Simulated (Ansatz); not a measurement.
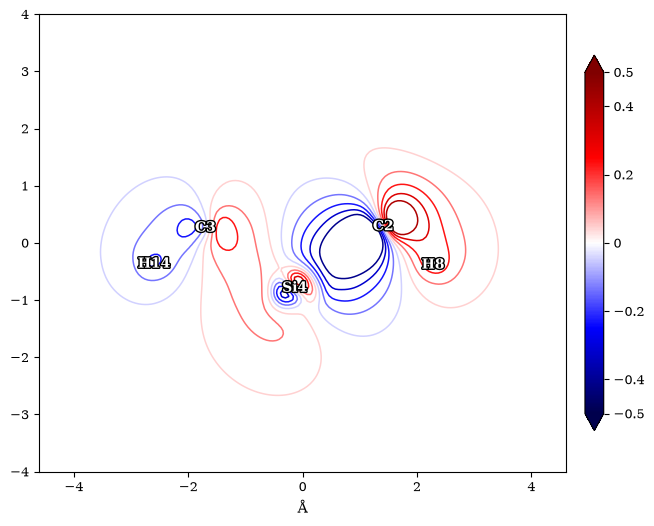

Figure. C3H10Si (SMILES CC[SiH2]C). The HOMO on the plane of atoms Si4, C2 and H8 (values in Å⁻³ᐟ²; the overall sign is arbitrary).

Geometry: PBE0-D3(BJ)/pcseg-1.

These are results of isolated molecule in a Gaussian basis; Kohn-Sham density functional theory, functional PBE0 in Ansatz 0.2.0, not measurements.

The calculation's input:

```
crystal:
  periodic: [false, false, false]
  atoms:
    - {symbol: C, position_ang: [-2.286683, 0.430975, -0.062433]}
    - {symbol: C, position_ang: [-0.764030, 0.518988, -0.053256]}
    - {symbol: C, position_ang: [-0.525473, 1.019561, -3.114154]}
    - {symbol: Si, position_ang: [0.059897, -0.019477, -1.662333]}
    - {symbol: H, position_ang: [-2.716833, 0.737549, 0.899970]}
    - {symbol: H, position_ang: [-2.630215, -0.592799, -0.261064]}
    - {symbol: H, position_ang: [-2.726829, 1.077273, -0.832909]}
    - {symbol: H, position_ang: [-0.349825, -0.098426, 0.757677]}
    - {symbol: H, position_ang: [-0.440344, 1.548212, 0.164802]}
    - {symbol: H, position_ang: [1.544774, 0.103229, -1.521539]}
    - {symbol: H, position_ang: [-0.260031, -1.459300, -1.923226]}
    - {symbol: H, position_ang: [-1.606639, 0.913287, -3.267760]}
    - {symbol: H, position_ang: [-0.309091, 2.082689, -2.948455]}
    - {symbol: H, position_ang: [-0.025058, 0.715376, -4.041803]}
basis:
  gaussian: {orbitals: def2-TZVPD}
hamiltonian: {xc: {name: PBE0}}
output: {forces: true, orbitals: {seedname: orbitals}}
```

Launched as:

```sh
ansatz run input.yaml --threads 2 --pin off --max-ram 4350MiB --events-out events.jsonl --progress --plain --runs-dir runs
```

Describe this orbital and give its energy.

Answer. It lies mainly on C2 (about 35 %), Si4 (about 25 %), C1 (about 10 %) and H5 (about 5 %). Its energy is −8.22 eV.
